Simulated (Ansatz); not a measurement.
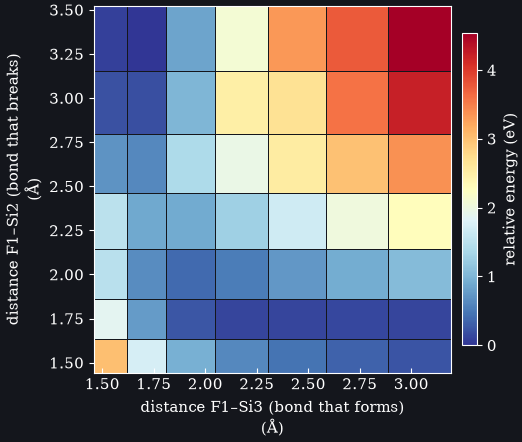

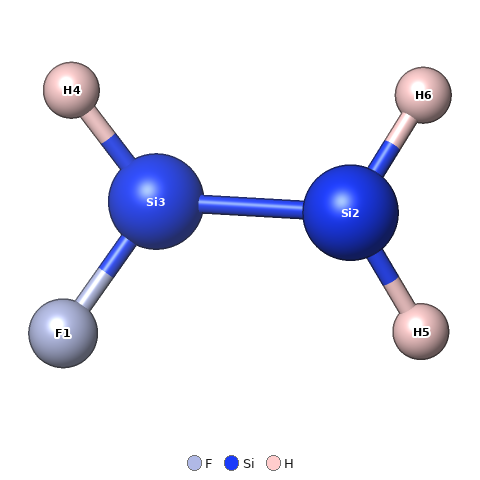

Energy landscape of the reacting system FH3Si2 (one molecule; an intramolecular 1,2-shift). 
- Coordinates scanned: (1) distance F1–Si3 (bond that forms); (2) distance F1–Si2 (bond that breaks).
- Relaxed at each point: all other coordinates.
- The scan uses a 7 × 7 grid.
- Points are written as (first, second).
- Energies: eV, counted from the lowest grid point.
- Energies and slopes of some neighbouring points disagree (a jump in structure or state, or too coarse a mesh). The reference is spin-restricted, so regions where a bond is pulled apart into radicals lie too high.
- Theory: Ansatz 0.2.0, RKS wB97X-V/def2-SVP.

Drawn: one coloured cell a grid point. The second picture is the structure at the lowest point.

Q: Where are the lowest and the highest points?

A: The lowest grid point is at (1.699 Å, 3.339 Å). It lies at the edge of the scanned range, so the true minimum may lie outside. Other grid points that lie below all their neighbours: (2.170 Å, 1.731 Å) (0.11 eV higher). The energy also falls towards the edge at (3.039 Å, 1.731 Å) (0.12 eV above the lowest), where a further well may lie outside the range. The highest grid point, (3.039 Å, 3.339 Å), lies 4.53 eV above the lowest.

The values on the grid:

| second ↓, first → | 1.539 | 1.699 | 1.919 | 2.170 | 2.443 | 2.733 | 3.039 |
| --- | --- | --- | --- | --- | --- | --- | --- |
| 3.339 | 0.07 | 0.00 | 0.84 | 2.10 | 3.31 | 3.76 | 4.53 |
| 2.972 | 0.21 | 0.18 | 1.01 | 2.50 | 2.68 | 3.58 | 4.23 |
| 2.623 | 0.70 | 0.61 | 1.38 | 1.96 | 2.53 | 3.01 | 3.37 |
| 2.296 | 1.50 | 0.88 | 0.90 | 1.26 | 1.68 | 2.02 | 2.28 |
| 1.995 | 1.49 | 0.64 | 0.39 | 0.52 | 0.73 | 0.92 | 1.05 |
| 1.731 | 1.87 | 0.78 | 0.24 | 0.11 | 0.11 | 0.13 | 0.12 |
| 1.539 | 3.02 | 1.73 | 0.95 | 0.62 | 0.45 | 0.32 | 0.22 |

Time for the 49 points that were run: 22 min on 1 thread of Arm Neoverse V1, with other jobs on the host.
